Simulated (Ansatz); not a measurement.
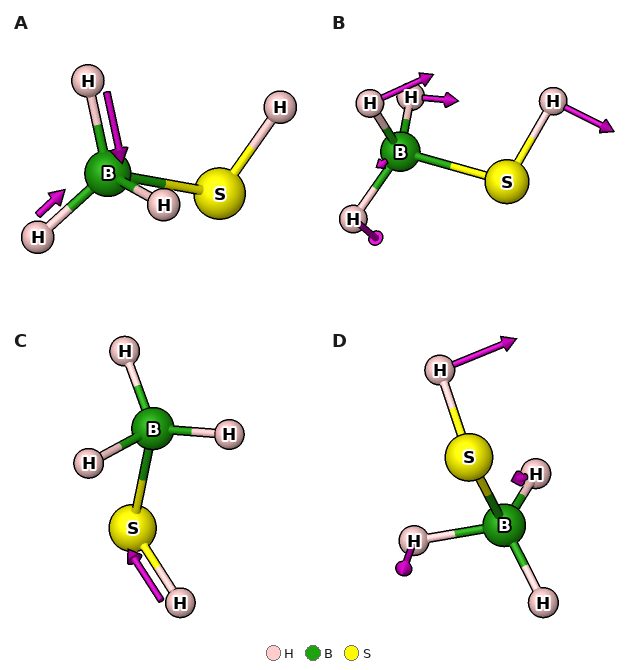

4 normal modes of one molecule or complex, as arrows. Charge 0, doublet. Harmonic vibrations computed with UKS PBE0-D4/def2-TZVP (Ansatz 0.2.0) at a stationary point of the same level.

Match the panels to the wavenumbers 268 cm⁻¹, 905 cm⁻¹, 2505 cm⁻¹, 2685 cm⁻¹.

Answer. A: 2505 cm⁻¹, in-phase stretching of 2 B–H bonds
B: 905 cm⁻¹, angle bending
C: 2685 cm⁻¹, S–H stretching
D: 268 cm⁻¹
